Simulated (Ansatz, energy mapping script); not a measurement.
# Predicting a coupling of MnS from a short series in U

The largest fitted coupling of MnS was obtained at several values of U. Fit a simple law to all rows but one, and predict the row left out.

Calculated with Ansatz 0.2.0; PBE+U; plane waves, U on orthogonalised atomic orbitals unless named otherwise, collinear spin, no spin–orbit coupling.

The database entry behind the starting cell differs from later determinations by our own check (an axis about 0.2 % short against later determinations), so it need not match the best structure at ambient conditions.

### 1. The starting structure

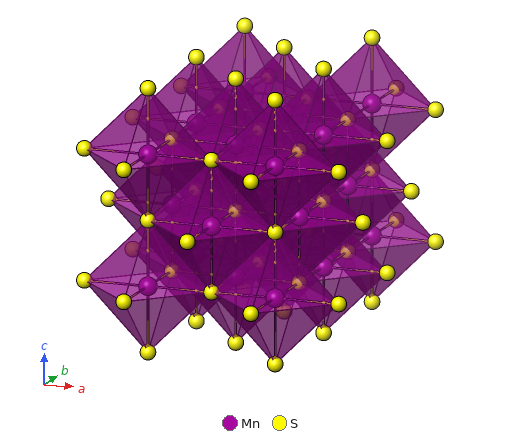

Start, viewed slightly off an axis; manganese purple, sulfur yellow. 1×2×1 cells are drawn. This picture shows the conventional cell, with its axes. Some periodic images of atoms are drawn too.

Structure file:

```cif
data_structure
_symmetry_space_group_name_H-M 'P 1'
_symmetry_Int_Tables_number 1
_cell_length_a 3.6833
_cell_length_b 3.6833
_cell_length_c 3.6833
_cell_angle_alpha 60.000
_cell_angle_beta 60.000
_cell_angle_gamma 60.000
_cell_volume 35.33
loop_
_atom_site_label
_atom_site_type_symbol
_atom_site_fract_x
_atom_site_fract_y
_atom_site_fract_z
_atom_site_occupancy
Mn1 Mn 0.00000 0.00000 0.00000 1
S2 S 0.50000 0.50000 0.50000 1
```

### 2. One run of the series

input.yaml reads:

```yaml
crystal:
  lattice:
    - [0.0, -2.6045, -2.6045]
    - [-2.6045, 0.0, -2.6045]
    - [2.6045, 2.6045, -5.209]
  atoms:
    - { symbol: Mn, position: [0.5, 0.5, 0.5], spin: 4.5 }
    - { symbol: Mn, position: [0.0, 0.0, 0.0], spin: -4.5 }
    - { symbol: S, position: [0.75, 0.75, 0.75] }
    - { symbol: S, position: [0.25, 0.25, 0.25] }
magnetization:
  spin_polarized: true
kpoints:
  mp_grid: { grid: [9, 9, 9] }
hamiltonian:
  xc: pbe
  hubbard:
    sites:
      - { species: Mn, l: d, u_eff: 1.0 }
      - { site: 0, l: d, u_eff: 1.0, starting_ns: [{ spin: up, occupation_matrix: mn1_major }, { spin: down, occupation_matrix: mn1_minor }] }
      - { site: 1, l: d, u_eff: 1.0, starting_ns: [{ spin: up, occupation_matrix: mn1_minor }, { spin: down, occupation_matrix: mn1_major }] }
    projectors: ortho-atomic
    occupation_matrices:
      mn1_major:
        matrix:
          - [0.98, 0.0, 0.0, 0.0, 0.0]
          - [0.0, 0.996, 0.0, 0.0, 0.0]
          - [0.0, 0.0, 0.996, 0.0, 0.0]
          - [0.0, 0.0, 0.0, 0.98, 0.0]
          - [0.0, 0.0, 0.0, 0.0, 0.996]
      mn1_minor:
        matrix:
          - [0.141, 0.0, 0.0, 0.0, 0.0]
          - [0.0, 0.053, 0.0, 0.0, 0.0]
          - [0.0, 0.0, 0.053, 0.0, 0.0]
          - [0.0, 0.0, 0.0, 0.141, 0.0]
          - [0.0, 0.0, 0.0, 0.0, 0.053]
scf:
  occupations: { method: fermi_dirac, width: 0.05 }
output:
  eigenvalues: true
  write_density: true
  write_potential: true
  elf: true
  volumetric_format: npy
```

The run is started by

```bash
> ansatz run input.yaml --threads 4 --pin off --max-ram 8192MiB --backend cpu --events-out ev --progress --plain --runs-dir out
```

Numbers of over 12 decimals in the logs are rounded to 6 here.

The program printed:

```text
Engine: ansatz 0.2.0, aarch64-unknown-linux-gnu
Pseudopotentials: kind: paw
Pseudopotential: Mn, paw, valence charge 15, recommended cutoff 420 eV (normal), Mn.paw.azcp
Pseudopotential: S, paw, valence charge 6, recommended cutoff 420 eV (normal), S.paw.azcp
Functional definition: PBE
  parameter kappa = 0.804
  parameter beta = 0.066725
  exchange = pbe_x(kappa = kappa, mu = beta*pi^2/3)
[...]
k-point 1 ↑: bands = [... 17 lower, 8.2852, 8.4114, 8.9759, 8.9759, 11.6143, 11.6143, 11.6979, 12.7663, ... 6 higher]
  k-point 2 ↑: bands = [... 17 lower, 7.9872, 7.9872, 9.3067, 9.3067, 11.5927, 11.5927, 11.6449, 12.6728, ... 6 higher]
  k-point 84 ↓: bands = [... 17 lower, 7.2818, 7.4270, 8.5093, 8.9168, 11.6807, 11.8965, 12.0988, 12.1470, ... 6 higher]
Occupation matrices written to <dir>
[key lines of the parts left out:]
SCF converged after 12 iterations
Magnetization: 0.0000 μB (21.0000 up, 21.0000 down)
Free energy (F): -9603.422720 eV
Fermi energy:    10.367922 eV
```

Wall time 7.8 s (4 threads of Arm Neoverse V1, shared host); peak memory 0.62 GiB; 30 s of CPU time.

At each step 4 orders with opposed moments are measured from the parallel order and fitted to E = −Σ J e·e over ordered pairs of unit vectors. The series follows the Mn–Mn pairs, 5.21 Å apart in the run shown.

### 3. The series

| U (eV) | J (meV) | largest moment (μB) |
| --- | --- | --- |
| 1 | -9.01 | 4.36 |
| 2 | ? | ? |
| 3 | -5.31 | 4.47 |
| 5 | -2.64 | 4.53 |
| 6 | -1.68 | 4.55 |
| 7 | -0.928 | 4.57 |

Wanted: J at U = 2.

### 4. The fit

The simplest form of superexchange, t²/(U + Δ), with Δ an offset, makes 1/|J| a straight line in U. Fitted as straight lines, ln|J| holds these rows better than 1/|J|, so take it as an empirical form: ln|J| = a + b U.

| x | y | x − x̄ | y − ȳ | fit |
| --- | --- | --- | --- | --- |
| 1 | 2.198 | -3.40 | 1.14 | 2.316 |
| 3 | 1.670 | -1.40 | 0.613 | 1.575 |
| 5 | 0.9708 | 0.600 | -0.0858 | 0.8343 |
| 6 | 0.5188 | 1.60 | -0.538 | 0.4639 |
| 7 | -0.07472 | 2.60 | -1.13 | 0.09349 |

With x̄ = 4.4 and ȳ = 1.057, least squares gives b = Σ(x − x̄)(y − ȳ)/Σ(x − x̄)² = -0.3704 and a = ȳ − b x̄ = 2.686. At x = 2 the line gives y = 1.946, so J = -7.00 meV.

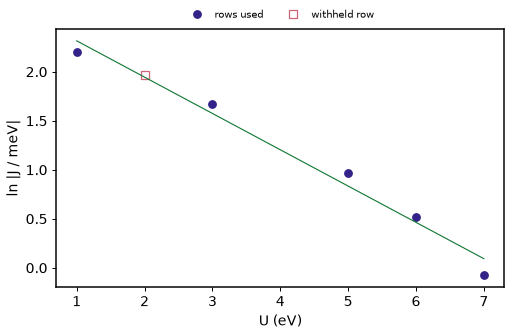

The straight-line fit, with the withheld step beside it.

### 5. Results

* J predicted by the fit: -7.00 meV
* J of the withheld step: -7.14 meV

**Reading.** The fit predicts -7.00 meV and the withheld step gave -7.14 meV, a miss of 0.14 meV. The line holds the rows used within 13 % of the largest J, so the law is only rough over this range. J shrinks by a factor of 1.45 for each eV of U on average over this range. At 2 of 6 steps the fit of the energies is itself in doubt, for one or more of these reasons: some orders are gapless and others have a gap. The series was picked because its coupling changes steadily.

[Logs and program files are shortened in this print: banners, set-up blocks, solver, clock and traceback lines can be left out without a mark of their own.]

[Logs are printed without paths, hosts, clocks, repeated set-up lines and the standing remarks that a program may print on its own settings, such as how far it seeks lower states.]

[Hosts, paths, dates, database ids (printed as entryN), source tags and the programs' standing remarks are cut or masked in the printed files.]

[Where a cell is said to come from a database of computed structures, the database is the Materials Project.]
